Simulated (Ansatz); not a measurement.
```tsv
atom	x (Å)	y (Å)	z (Å)
B	1.1678	-0.7814	1.5025
Si	0.8453	-0.1595	-0.3133
O	-0.7383	0.0295	-0.7211
H	-1.2302	0.7455	-0.3099
```

Geometry: PBE0-D4/def2-TZVP.

All numbers below come from Ansatz, RKS PBE0-D4/def2-TZVPP.

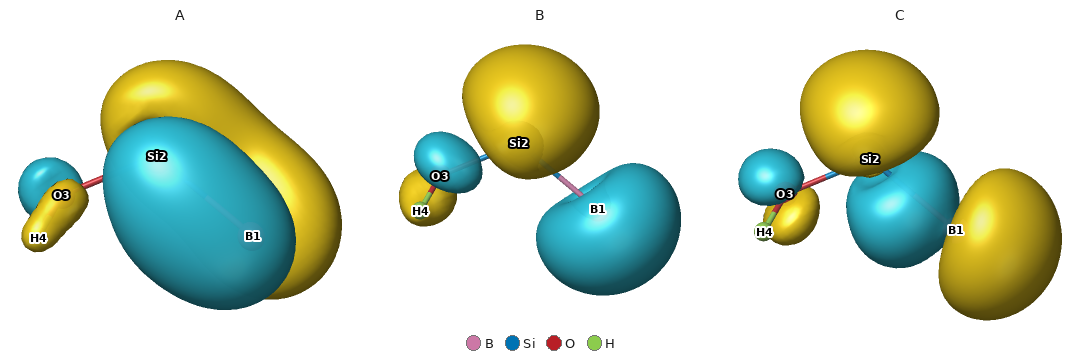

BHOSi. Three frontier orbitals at ±0.1 Å⁻³ᐟ² (yellow and cyan are the two phases), in no order.

Order the three orbitals by energy and name them.

Answer. B is the HOMO−1 (−7.72 eV). It lies mainly on Si2 (about 45 %), B1 (about 45 %) and O3 (about 10 %). A is the HOMO (−5.53 eV). It lies mainly on B1 (about 50 %) and Si2 (about 45 %); π-bonding across B1–Si2. C is the LUMO (−3.87 eV). By Hirshfeld shares it lies mainly on B1 (about 55 %), Si2 (about 40 %) and O3 (about 5 %).

What is the HOMO–LUMO gap?

Answer. 1.66 eV between the orbital energies.
